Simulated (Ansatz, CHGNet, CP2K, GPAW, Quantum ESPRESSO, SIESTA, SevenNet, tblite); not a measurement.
# GPAW runs on random packing of 35PbO-65B2O3 (mol %) (67 atoms), part 2 of 2

Wanted: GPAW inputs and outputs for random packing of 35PbO-65B2O3 (mol %) (67 atoms), checked against a plane-wave reference.

Program: GPAW 26.7.0; the method stands at each step. Banners, paths, timers and routine set-up lines are dropped from the logs unmarked, and long logs keep their key lines alone; longer cuts are marked.

So far. Step 3 (PBE, grid h 0.2 Å): Against the first run (7.0 %), the force difference from the reference is 3.1 %, at 1.8 times the CPU time (on 2 against 1 cores). Step 4 (PBE, LCAO sz(dzp), h 0.18 Å): Against the first run (7.0 %), the force difference from the reference is 46 %, at 0.34 times the CPU time, with 298 basis functions against 931: the smaller basis costs accuracy.

## (5) PBE, LCAO dzp, h 0.25 Å

Method: Kohn-Sham DFT, PBE, PAW, atomic orbitals (dzp).

run.py

```python
import numpy as np
from ase.io import read
from gpaw import GPAW, FermiDirac

atoms = read("structure.xyz")
atoms.calc = GPAW(
    mode="lcao",
    basis="dzp",
    h=0.25,
    xc="PBE",
    kpts={"size": (1, 1, 1), "gamma": True},
    occupations=FermiDirac(0.05),
    maxiter=200,
    symmetry={"point_group": False},
    txt="gpaw.txt",
)
energy = atoms.get_potential_energy(force_consistent=True)
forces = atoms.get_forces()
print(f"energy {energy:.6f} eV")
print("forces (eV/A)")
for i, (a, f) in enumerate(zip(atoms, forces)):
    print(f"{i:4d} {a.symbol:2s} {f[0]:10.5f} {f[1]:10.5f} {f[2]:10.5f}")
print(f"Fermi level {atoms.calc.get_fermi_level():.4f} eV")
for k in range(len(atoms.calc.get_ibz_k_points())):
    for s in range(atoms.calc.get_number_of_spins()):
        e = atoms.calc.get_eigenvalues(kpt=k, spin=s)
        n = np.searchsorted(e, atoms.calc.get_fermi_level())
        print(f"k {k} spin {s} levels about the Fermi level:", np.round(e[max(n - 6, 0):n], 4).tolist(), "|", np.round(e[n:n + 6], 4).tolist())
```

structure.xyz

```xyz
67
Lattice="9.37580 0.00000 0.00000 0.00000 9.37580 0.00000 0.00000 0.00000 9.37580" Properties=species:S:1:pos:R:3 pbc="T T T"
[... 67 atom lines left out: the same atoms as in the first run ...]
```

Command:

```console
$ OMP_NUM_THREADS=1 python run.py > output.txt
```

Log:

```text
energy -270.095652 eV
forces (eV/A)
   0 Pb   -3.87065   -2.84705    0.03823
   1 Pb   -0.57898    0.22717   -5.38606
   2 Pb    3.30975    0.97272   -1.03886
   3 Pb    1.11084    0.01007    1.11644
   4 Pb    1.40756   -0.16683    1.66677
   5 Pb   -2.15061   -0.81598    0.15446
   6 O     0.61953   -2.11739    3.38278
   7 O     5.68377   -1.81381    3.93584
   8 O     1.52933   -1.93192   -4.93667
   9 O    -1.32416   -2.31773    1.00784
  10 O     2.03684    0.95233    0.73690
  11 O     2.46897    2.90700    4.32748
[...]
62 B     2.64685    2.78303   -0.87438
  63 B    -2.53446   -3.82164    1.83057
  64 B     2.18099    3.65536    0.31722
  65 B     1.18610    1.88457    0.73974
  66 B    -0.20274    1.14347   -3.54324
Fermi level 3.4869 eV
k 0 spin 0 levels about the Fermi level: [3.2105, 3.2846, 3.365, 3.3757, 3.432, 3.472] | [3.4911, 3.563, 3.5832, 3.6335, 3.6726, 3.6946]
```

gpaw.txt:

```text
Input parameters:
  mode=LCAO(),
  basis={'default': 'dzp'},
  h=0.25,
  kpts=MonkhorstPack(size=(1, 1, 1), gamma=True),
  maxiter=200,
  occupations=Occupations(name='fermi-dirac', width=0.05, fixmagmom=False),
  symmetry=Symmetry(point_group=False),
  xc=XC(name='PBE')
[... lines left out ...]
  Fermi-Dirac:
[... lines left out ...]
convergence criteria:
- Maximum [total energy] change in last 3 cyles: 0.0005 eV / valence electron
[... lines left out ...]
Converged in 30 steps
[... lines left out ...]
  Free energy:    -270.095652
[... lines left out ...]
Fermi level: 3.487
[... lines left out ...]
|          0 |       -18.839 |     2.000 |
|        ... |               |           |
|        184 |         3.145 |     1.998 |
|        185 |         3.175 |     1.996 |
[...]
|        199 |         3.897 |     0.001 |
|        ... |               |           |
|        234 |         7.332 |     0.000 |
Gap: 0.019 eV
Transition (v -> c):
  (s=0, k=0, n=191, [0.00, 0.00, 0.00]) -> (s=0, k=0, n=192, [0.00, 0.00, 0.00])
No difference between direct/indirect transitions
Force computation time: 6.520  # s
timing:  # [seconds]
  Total:  105.246  # ━━━━━━━━━━━━━━━━━━━━━━━━━━━━━━━━━━━━━━━━━━━━━━━━━━━━━━━━
  Init:     4.699  # ━━╸
  SCF:     94.002  # ━━━━━━━━━━━━━━━━━━━━━━━━━━━━━━━━━━━━━━━━━━━━━━━━━━
  Forces:   6.520  # ━━━╸
```

Run time: 1.8 min. Hardware: 1 thread of Arm Neoverse V2, shared host; peak memory 0.48 GiB.

Numbers from this run, and their distance from the reference:

* r.m.s. force component: 2.721 eV/Å
* r.m.s. difference of force components: 874.7 meV/Å
* longest difference of force vectors: 2738 meV/Å
* force difference over r.m.s. force: 33.91 %
* slope of forces against the reference's: 0.9989
* correlation of force components: 0.947
* energy less the same-level run's: 457.6 meV/atom
* r.m.s. force difference from the same-level run: 867.7 meV/Å

This is a coarse setting, run to see what it loses.

Against the first run (7.0 %), the force difference from the reference is 34 %, at 0.43 times the CPU time: the grid matters here.

The difference per atom is largest on O (1.9 eV/Å on average, against 0.38 on Pb). The forces add up to 3.2 eV/Å instead of zero, usually a sign of too coarse a grid.

## (6) All runs compared

Differences are against the plane-wave reference, forces as r.m.s. over components; share is that over the reference's r.m.s. force, slope the least-squares factor from reference forces to these. Total energies of different programs have different zeros and aren't compared.

| run | Δ force, r.m.s. (meV/Å) | share (%) | slope | cores | CPU time | memory (GiB) |
| --- | --- | --- | --- | --- | --- | --- |
| reference | - | - | - | 4 | 19 min | 2.2 |
| GPAW PBE, LCAO dzp, h 0.18 Å | 180 | 6.97 | 0.969 | 1 | 4.1 min | 1.1 |
| GPAW PBE, grid h 0.2 Å | 79.5 | 3.08 | 0.991 | 2 | 7.3 min | 1.5 |
| GPAW PBE, LCAO sz(dzp), h 0.18 Å (coarse) | 1185 | 45.9 | 0.734 | 1 | 84 s | 0.81 |
| GPAW PBE, LCAO dzp, h 0.25 Å (coarse) | 875 | 33.9 | 0.999 | 1 | 1.8 min | 0.48 |

Rows marked coarse were listed beforehand as settings not expected to be converged; some can still land near the reference.

CPU time is summed over cores on a shared host, where runs went side by side, so it is rough. Symmetry, cutoffs, thresholds, outputs and thread counts weren't matched or tuned between programs; memory under MPI is the largest rank's times the ranks.

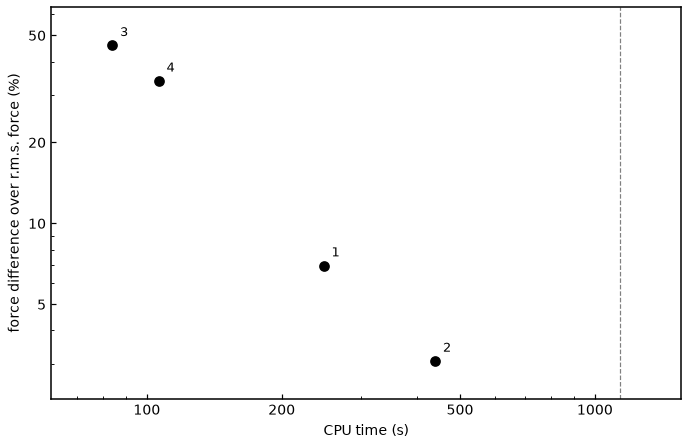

Force difference against CPU time; the dashed line marks the reference's time. Points: 1 GPAW PBE, LCAO dzp, h 0.18 Å; 2 GPAW PBE, grid h 0.2 Å; 3 GPAW PBE, LCAO sz(dzp), h 0.18 Å; 4 GPAW PBE, LCAO dzp, h 0.25 Å.

Within one program, basis, potentials and functional, energies share a zero. Each run against its twin at the usual cutoff or grid and solver:

| run | twin | Δ energy (meV/atom) | Δ force, r.m.s. (meV/Å) | CPU time over the twin's |
| --- | --- | --- | --- | --- |
| GPAW PBE, LCAO dzp, h 0.25 Å | LCAO dzp, h 0.18 Å | 458 | 868 | 0.43 |

## (7) Outcome

```
nearest in forces : GPAW PBE, grid h 0.2 Å, 3.1 %
its CPU time      : 7.3 min
```

In words: PBE on plane waves or a grid with other potentials, cutoffs or grids, coarse settings apart, differs from the reference by 3.1 % (GPAW PBE, grid h 0.2 Å) of the r.m.s. force; this holds the reference's own error, so differences of a few per cent don't tell which side is nearer the exact PBE result. The PBE run in local orbitals, coarse settings apart, differs by 7.0 % (GPAW PBE, LCAO dzp, h 0.18 Å); basis, grid and potentials can all enter. Runs with settings chosen to be coarse differ by 34 % (GPAW PBE, LCAO dzp, h 0.25 Å) to 46 % (GPAW PBE, LCAO sz(dzp), h 0.18 Å), their programs' other errors included. Of the electronic-structure runs that take under half the reference's CPU time, GPAW PBE, grid h 0.2 Å comes nearest, at 3.1 % in 7.3 min against 19 min. The reference's pressure of -15 GPa belongs to a cell and atoms that aren't relaxed at this level. The electronic-structure runs sample only Γ, in a cell whose shortest periodic width is 9 Å, which is coarse for a cell with partly filled levels. Spin–orbit coupling is left out, which matters for the levels of the heavy elements.

[Also dropped from logs without a mark: logging warnings of Python, and SIESTA's first energy breakdown and zero terms.]

[Logs are printed without paths, hosts, clocks, repeated set-up lines and the standing remarks that a program may print on its own settings, such as how far it seeks lower states.]

[Hosts, paths, dates, database ids (printed as entryN), source tags and the programs' standing remarks are cut or masked in the printed files.]
